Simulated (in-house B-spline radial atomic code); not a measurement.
**Br²⁺: excited configurations**

How much energy does it take to promote electrons of Br²⁺ to other shells? Each configuration is solved by itself and compared with the reference.

Method: Dirac-Hartree-Fock, average of configuration, Fermi nucleus, basis-set limit. Code: in-house B-spline radial atomic code version 1.

### 1 What is computed

* element: bromine (Z = 35)
* charge: +2
* electrons: 33
* configuration: [Ar] 3d10 4s2 4p3
* Hamiltonian: Dirac-Coulomb
* nucleus: Fermi, rms radius 4.163 fm

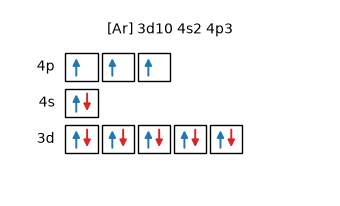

The shells outside the core, filled by Hund's rule for the drawing.

The boxes draw the filling by Hund's rule, which heavy ions in jj coupling don't follow; these runs average over all states of the configuration.

Input settings:

```ini
Z = 35
electrons = 33.0
configuration = [Ar] 3d10 4s2 4p3
hamiltonian = dirac
method = hf
spin_polarised = False
nucleus = fermi
rms_radius = 4.1629
mass_number = 79
atomic_mass = 78.918337574
speed_of_light = 137.035999084
```

This reference run was done before. Its total energy is -2603.798291 hartree, and its levels are (the highest eight at most):

| orbital | occupation | energy (eV) | <r> (bohr) |
| --- | --- | --- | --- |
| 3s1/2 | 2 | -301.69 | 0.5480 |
| 3p1/2 | 2 | -234.33 | 0.5554 |
| 3p3/2 | 4 | -227.10 | 0.5651 |
| 3d3/2 | 4 | -110.61 | 0.5823 |
| 3d5/2 | 6 | -109.45 | 0.5862 |
| 4s1/2 | 2 | -48.347 | 1.615 |
| 4p1/2 | 1 | -34.022 | 1.848 |
| 4p3/2 | 2 | -33.374 | 1.876 |

### 2 Run with [Ne] 3s2 3p5 3d10 4s2 4p3 8d1

Input settings:

```ini
Z = 35
electrons = 33.0
configuration = [Ne] 3s2 3p5 3d10 4s2 4p3 8d1
hamiltonian = dirac
method = hf
spin_polarised = False
nucleus = fermi
rms_radius = 4.1629
mass_number = 79
atomic_mass = 78.918337574
speed_of_light = 137.035999084
```

### 3 Configuration [Ar] 3d10 4s2 4p2 6p1

Changes to the settings of step 2:

```diff
@@ -2,3 +2,3 @@
 electrons = 33.0
-configuration = [Ne] 3s2 3p5 3d10 4s2 4p3 8d1
+configuration = [Ar] 3d10 4s2 4p2 6p1
 hamiltonian = dirac
```

### 4 Configuration [Ar] 3d10 4s1 4p3 7s1

Changes to the settings of step 3:

```diff
@@ -2,3 +2,3 @@
 electrons = 33.0
-configuration = [Ar] 3d10 4s2 4p2 6p1
+configuration = [Ar] 3d10 4s1 4p3 7s1
 hamiltonian = dirac
```

### 5 Run with [Ne] 3s2 3p5 3d10 4s2 4p3 6g1

Changes to the settings of step 4:

```diff
@@ -2,3 +2,3 @@
 electrons = 33.0
-configuration = [Ar] 3d10 4s1 4p3 7s1
+configuration = [Ne] 3s2 3p5 3d10 4s2 4p3 6g1
 hamiltonian = dirac
```

### 6 Configuration [Ar] 3d10 4s1 4p3 7p1

Changes to the settings of step 5:

```diff
@@ -2,3 +2,3 @@
 electrons = 33.0
-configuration = [Ne] 3s2 3p5 3d10 4s2 4p3 6g1
+configuration = [Ar] 3d10 4s1 4p3 7p1
 hamiltonian = dirac
```

### 7 [Ar] 3d9 4s2 4p3 5d1

Changes to the settings of step 6:

```diff
@@ -2,3 +2,3 @@
 electrons = 33.0
-configuration = [Ar] 3d10 4s1 4p3 7p1
+configuration = [Ar] 3d9 4s2 4p3 5d1
 hamiltonian = dirac
```

**Question.** How far above the reference does each configuration lie (order and size, in eV)?

**Answer**, as computed:

| net move | configuration | energy above the reference (eV) | with Breit, QED, recoil (eV) | largest <r> (bohr) |
| --- | --- | --- | --- | --- |
| 4p → 6p | [Ar] 3d10 4s2 4p2 6p1 | 25.901 | 25.892 | 8.33 |
| 4s → 7s | [Ar] 3d10 4s1 4p3 7s1 | 42.348 | 42.317 | 11.5 |
| 4s → 7p | [Ar] 3d10 4s1 4p3 7p1 | 43.037 | 43.005 | 12.9 |
| 3d → 5d | [Ar] 3d9 4s2 4p3 5d1 | 94.481 | 94.505 | 6.30 |
| 3p → 6g | [Ne] 3s2 3p5 3d10 4s2 4p3 6g1 | 219.25 | 219.06 | 14.6 |
| 3p → 8d | [Ne] 3s2 3p5 3d10 4s2 4p3 8d1 | 220.02 | 219.83 | 22.3 |

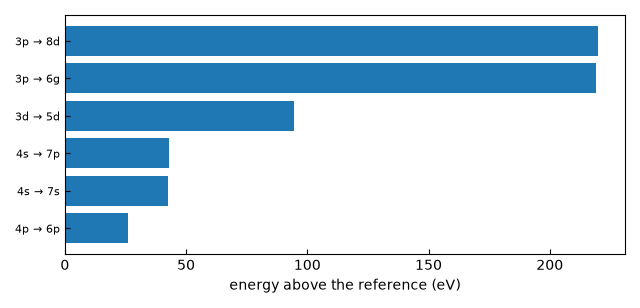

Energy of each configuration above the reference.

Quantum defects of the promoted electron, δ = n − ζ/√(−2ε) with ζ = 3 and ε its orbital energy in hartree:

| promotion | δ |
| --- | --- |
| 4p → 6p | 1.881 |
| 4s → 7s | 2.265 |
| 4s → 7p | 1.874 |
| 3d → 5d | 1.210 |
| 3p → 6g | 0.002 |
| 3p → 8d | 1.180 |

What this shows: The lowest of them is 4p → 6p at 25.901 eV and the highest 3p → 8d at 220.02 eV. 5 of them lie more than 2 % above the ionisation threshold that Koopmans' theorem gives (33.374 eV), where such states can decay by emitting an electron. Of those tabulated, the defect is largest for 7s (2.27) and least for 6g (0.00): low angular momentum penetrates the core, high angular momentum stays outside it. Two partly filled shells share a symmetry and can mix in the average, which may lower the energy, for: 4p → 6p; 4s → 7s; 4s → 7p; 3d → 5d; 3p → 6g; 3p → 8d. These are averages over configurations, without correlation, not spectroscopic levels.
